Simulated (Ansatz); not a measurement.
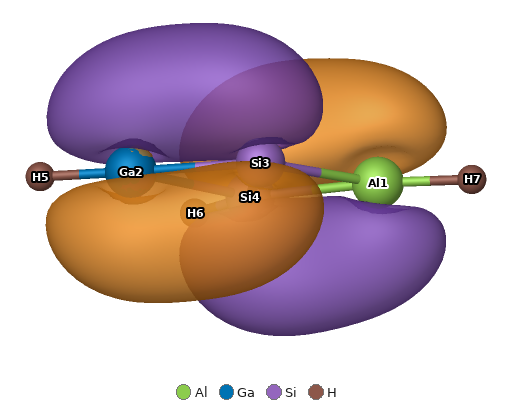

Figure 1: AlGaH3Si2 (charge +1). One frontier orbital at ±0.06 Å⁻³ᐟ² (orange and purple are the two phases), seen from one side.

Geometry: PBE0-D3(BJ)/def2-SVP.

All numbers below come from isolated molecule in a Gaussian basis; Kohn-Sham density functional theory, functional PBE0 (Ansatz 0.2.0).

```xyz
7

Al   -0.1081   -0.9197   -3.4063
Ga   -0.4772    2.4039   -0.9805
Si   -0.5359    1.4354   -2.9991
Si    0.0351   -0.1146   -1.2733
H    -0.4578    3.1672    0.3511
H     0.2751   -0.3157    0.1860
H    -0.0968   -1.8195   -4.6803
```

Which orbital is it: HOMO or LUMO?

The LUMO, at −7.16 eV. It lies mainly on Si4 (about 30 %), Si3 (about 25 %), Ga2 (about 25 %) and Al1 (about 15 %); it changes sign across the molecular plane (π type); π-bonding across Al1–Si4 and Ga2–Si3; π-antibonding (a node) across Al1–Si3, Ga2–Si4 and Si3–Si4.
